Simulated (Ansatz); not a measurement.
## Electronic structure of CH5FGeO (SMILES [CH3][GeH]([OH])[F]) in real space

Input

```
crystal:
  periodic: [false, false, false]
  atoms:
    - {symbol: C, position_ang: [-0.669024, 0.976880, -0.584176]}
    - {symbol: Ge, position_ang: [0.088345, -0.643686, 0.121534]}
    - {symbol: O, position_ang: [1.270042, -0.170654, 1.345472]}
    - {symbol: F, position_ang: [0.974361, -1.438602, -1.153827]}
    - {symbol: H, position_ang: [0.138916, 1.624948, -0.924649]}
    - {symbol: H, position_ang: [-1.237932, 1.493478, 0.189691]}
    - {symbol: H, position_ang: [-1.327083, 0.751272, -1.423489]}
    - {symbol: H, position_ang: [-0.865545, -1.725143, 0.656808]}
    - {symbol: H, position_ang: [1.716522, -0.914693, 1.755536]}
basis:
  gaussian: {orbitals: def2-TZVPP}
hamiltonian: {xc: pbe0, dispersion: d4}
output: {orbitals: {seedname: orbitals}}
```

Run with:

```sh
ansatz run in.yaml --threads 4 --pin off --events-out ev --progress --plain --max-ram 10444MiB
```

Geometry: PBE0-D4/def2-TZVP.

These are results of RKS PBE0-D4/def2-TZVPP in Ansatz, not measurements.

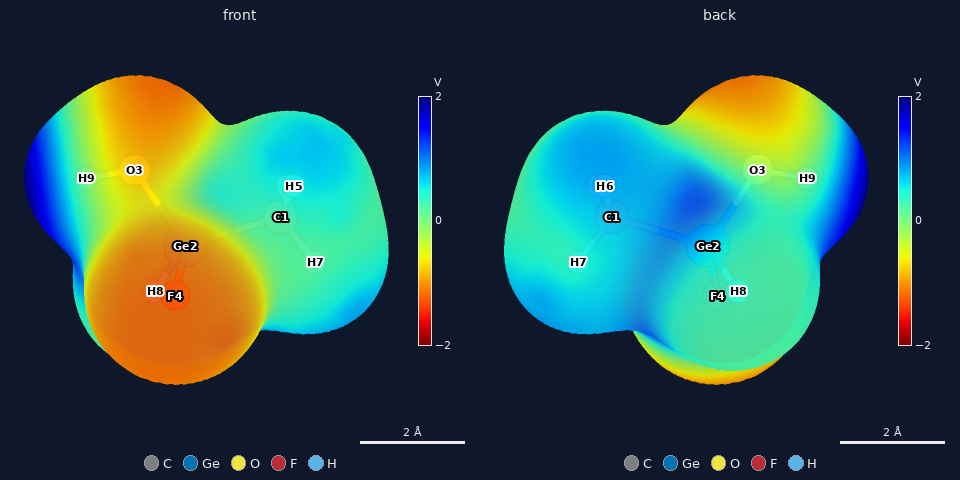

Figure 1. The molecular electrostatic potential painted on the density surface at 0.001 e/bohr³, seen from the front and from behind; red is negative and blue positive.

Where is the surface potential most negative and most positive?

The most negative region (about −1.2 V, or −28 kcal/mol for a unit charge) lies over F4, the most positive (about +1.9 V, or +44 kcal/mol for a unit charge) over H9.

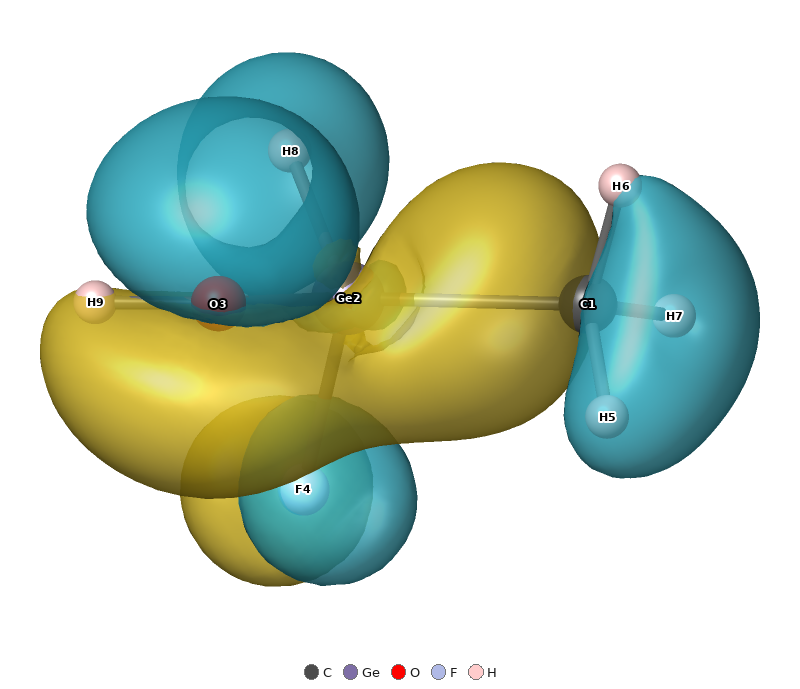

Figure 2. The HOMO−1 at ±0.08 Å⁻³ᐟ² (yellow and cyan are the two phases), seen from one side.

Describe this orbital and give its energy.

Its weight (Hirshfeld) is mainly on O3 (about 45 %), Ge2 (about 15 %), C1 (about 15 %) and F4 (about 15 %). Its energy is −9.45 eV.
